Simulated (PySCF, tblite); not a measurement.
# C₄H₄BF₂O₂ radical: geometry, infrared bands and EPR parameters

What infrared bands and EPR parameters should C₄H₄BF₂O₂ radical (`O=C1[CH]OC[C@H]1B(F)F`) show?

The runs use tblite 0.8.0 and PySCF 2.14.0, with density-fitted response routines of our own; the level of theory stands in each step. All values are computed, except where a source is named. Atoms are numbered from 0 throughout.

### Step 1. Starting geometry

13 atoms, charge 0, multiplicity 2; geometry from: force field or distance geometry start.

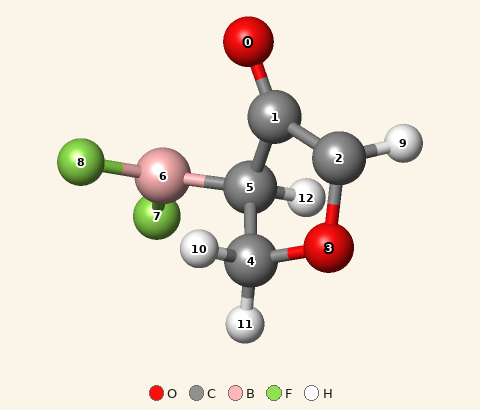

The starting geometry (oxygen red, carbon grey, boron pink, fluorine green, hydrogen white), atoms numbered.

### Step 2. Geometry optimisation with GFN2-xTB

Job settings and geometry (Å):

```
{"job": {"kind": "relax", "xc": "GFN2-xTB", "basis": "xTB"}, "charge": 0, "multiplicity": 2}
O     -0.495300     0.494800     2.243100
C     -0.687800     0.212000     1.060700
C     -1.932300     0.414800     0.258800
O     -1.542000     0.294600    -1.081700
C     -0.160500     0.374400    -1.123800
C      0.253500    -0.428800     0.099100
B      1.764700    -0.322300     0.454700
F      2.612500    -1.415400    -0.024200
F      2.451500     0.926700     0.696800
H     -2.534100    -0.526100     0.461600
H      0.091300     1.448400    -0.957900
H      0.279800    -0.012400    -2.047300
H     -0.105800    -1.460100    -0.057600
```

The run is started by

```bash
$ OMP_NUM_THREADS=1 python probes_run.py task.json out
```

One launch serves the whole session: the jobs run in the order shown.

**Question.** This job is followed by: GFN2-xTB harmonic vibrations, gas phase; UKS B3LYP, pcH-1 on B C F H O, non-relativistic, mean-field spin-orbit, GIAO. What will the session give for the following? strongest single infrared mode (GFN2-xTB); zero-point energy (GFN2-xTB); g(iso) (B3LYP); ⟨S²⟩; largest a(iso) (averaged by class); potential on the surface of density 0.002 e/bohr³, 1st and 99th percentile.

The runs gave:

| quantity | value |
| --- | --- |
| strongest single infrared mode (GFN2-xTB) | 1322 cm⁻¹, 364 km/mol |
| zero-point energy (GFN2-xTB) | 51.2 kcal/mol |
| g(iso) (B3LYP) | 2.00506 |
| ⟨S²⟩ | 0.758 (exact 0.75) |
| largest a(iso) (averaged by class) | 1H on H9, -41.3 MHz |
| potential on the surface of density 0.002 e/bohr³, 1st and 99th percentile | -1.67 V and 1.92 V |

In words: Over 94 steps the energy fell by 2.278 eV; of the close pairs, B6–F7 changed most, 1.464 to 1.309 Å. All 33 modes are real, so the xTB geometry is a minimum. The strongest single mode, at 1322 cm⁻¹, moves mainly B6. GFN2-xTB is a fitted tight-binding method: band positions and strengths are rough. Its intensities can rank the bands wrongly. The largest share of the spin, 0.57 e, sits on C2. The isotropic g lies 2.7 ppt above the free-electron value. The conformer search found further structures of the same energy, which may be mirror or relabelled copies of this one.
